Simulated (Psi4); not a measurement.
**[BH4]− (borohydride): a first try and a second**

Aim: a single-point energy of [BH4]− (borohydride) at CCSD/CBS (density fitting, extrapolation ccsd/cc-pv[dt]z).

The results are computed with Psi4 1.11.

**1. The molecule**

The species is [BH4]− (5 atoms), meant as a singlet with charge -1. SMILES: `[BH4-]`. Geometry: relaxed at GFN2-xTB.

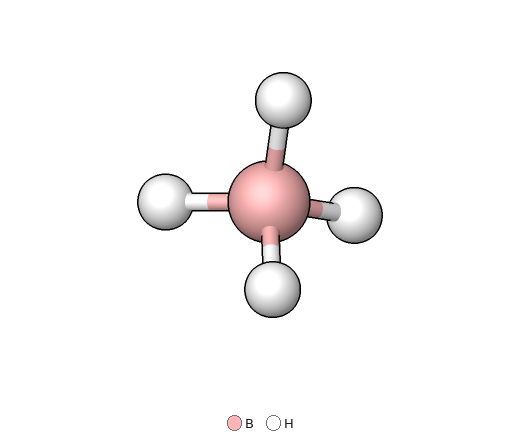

Viewed from a chosen angle; boron pink, hydrogen white.

**2. The input as first written**

File bh4.xyz:

```xyz
5
BH4
B      0.000100     0.000170    -0.000110
H      0.683660     0.997010     0.217690
H      0.726340    -0.988490    -0.067070
H     -0.600410     0.139700    -1.063360
H     -0.809690    -0.148380     0.912850
```

File run.py:

```python
import psi4

psi4.set_memory('1600 MB')
psi4.set_num_threads(1)
psi4.core.set_output_file('bh4.out', False)

with open('bh4.xyz') as f:
    atoms = ''.join(f.readlines()[2:])
molecule = psi4.geometry('-1 1\n' + atoms + '')

psi4.set_options(dict(reference='rhf', scf_type='disk_df', freeze_core=True, maxiter=6))

E = psi4.energy('ccsd/cc-pv[dt]z')
print(f'ccsd/cc-pv[dt]z energy: {E:.10f} Eh')
for k, v in sorted(psi4.core.scalar_variables().items()):
    print(f'{k:45s} {v:18.10f}')
```

Started as:

```sh
$ python run.py
```

bh4.out:

```text
//>>>>>>>>>>>>>>>>>>>>>>>>>>>>>>>>>>>//
  //          CBS Computations         //
  //<<<<<<<<<<<<<<<<<<<<<<<<<<<<<<<<<<<//
```

Run time: 4.2 s. Hardware: 1 thread of AMD EPYC 7B13 (Zen 3), shared host; peak memory 0.21 GiB.

**3. Reading the log**

No converged result was reached.

The telling line is `psi4.driver.p4util.exceptions.SCFConvergenceError: Could not converge SCF iterations in 6 iterations.`. What is wrong: the iteration cap is too low for convergence. To mend it: SCF iteration cap at its default in place of 6.

**4. The mended input**

bh4.xyz is that of step 2.

File run.py:

```python
import psi4

psi4.set_memory('1600 MB')
psi4.set_num_threads(1)
psi4.set_output_file('bh4.out', False)

with open('bh4.xyz') as f:
    atoms = ''.join(f.readlines()[2:])
mol = psi4.geometry('-1 1\n' + atoms + '')

psi4.set_options({
    'reference': 'rhf',
    'scf_type': 'disk_df',
    'freeze_core': True,
})

E = psi4.energy("ccsd/cc-pv[dt]z")
print(f'ccsd/cc-pv[dt]z energy: {E:.10f} Eh')
```

Started as:

```sh
$ python run.py
```

bh4.out:

```text
[...]
  Running in c1 symmetry.
[...]
  Nuclear repulsion =   10.195336356447260
[...]
  Multiplicity = 1
[...]
  Nalpha       = 5
  Nbeta        = 5
[...]
    Number of basis functions: 86
[...]
   @DF-RHF iter   1:   -26.89934331732950   -5.99912e-01   3.92474e-03 ADIIS/DIIS
[...]
      * MP2 total energy                      =  -27.152075960969221
[...]
      * CCSD total energy                     =  -27.176617398836171
[...]
   @DF-RHF iter   8:   -26.97156863741082   -8.06466e-13   1.73006e-09 DIIS
[...]
    Orbital Energies [Eh]
    ---------------------
    Doubly Occupied:
       1A     -7.286010     2A     -0.442899     3A     -0.180054
       4A     -0.179945     5A     -0.179765
[...]
  @DF-RHF Final Energy:   -26.97156863741082
   => Energetics <=
    Nuclear Repulsion Energy =             10.1953363564472603
    One-Electron Energy =                 -57.7964645214337978
    Two-Electron Energy =                  20.6295595275757186
    Total Energy =                        -26.9715686374108152
[...]
 Multipole Moments:
 ------------------------------------------------------------------------------------
     Multipole            Electronic (a.u.)      Nuclear  (a.u.)        Total (a.u.)
 ------------------------------------------------------------------------------------
 L = 1.  Multiply by 2.5417464519 to convert [e a0] to [Debye]
 Dipole X            :          0.0015236           -0.0003751            0.0011486
 Dipole Y            :          0.0011989           -0.0006301            0.0005688
 Dipole Z            :         -0.0006345            0.0004126           -0.0002219
 Magnitude           :                                                    0.0013008
[...]
      * MP2 total energy                      =  -27.106914483388849
[...]
      * CCSD total energy                     =  -27.135092910646669
[...]
```

Standard output:

```text
ccsd/cc-pv[dt]z energy: -27.1879955898 Eh
```

It took 19 s on 1 thread of AMD EPYC 7B13 (Zen 3), shared host; peak memory 0.86 GiB.

**5. What came out**

Level: CCSD/CBS (density fitting, extrapolation ccsd/cc-pv[dt]z).

| quantity | value |
| --- | --- |
| total energy | -27.18800 Eh |
| correlation energy | -201.9 mEh |
